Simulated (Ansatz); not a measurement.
A relaxed structure of BeS. Computed with r2SCAN (plane waves to 500 eV, PAW, scalar-relativistic; Ansatz, an electronic-structure program).

F-43m (No. 216), cF8, zinc blende type; a = 4.8686 Å, b = 4.8686 Å, c = 4.8686 Å, α = 90.00°, β = 90.00°, γ = 90.00°.

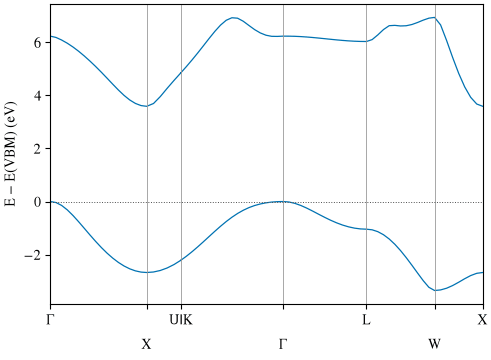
Figure: Highest filled and lowest empty band along the path of this cell's Brillouin zone

Q: Read off the gap and say whether it is direct.

A: 3.59 eV, indirect (valence top at Γ, conduction bottom at X) (no spin-orbit coupling).

Q: How far does the top valence band disperse along this path?

A: About 3.4 eV.

No spin polarisation in the result.

It was reached from a disturbed copy of a P-6m2 (No. 187) cell (AFLOW prototype AB_hP2_187_d_a (B_h, as in WC)), against which it lies -1.04 eV/atom.
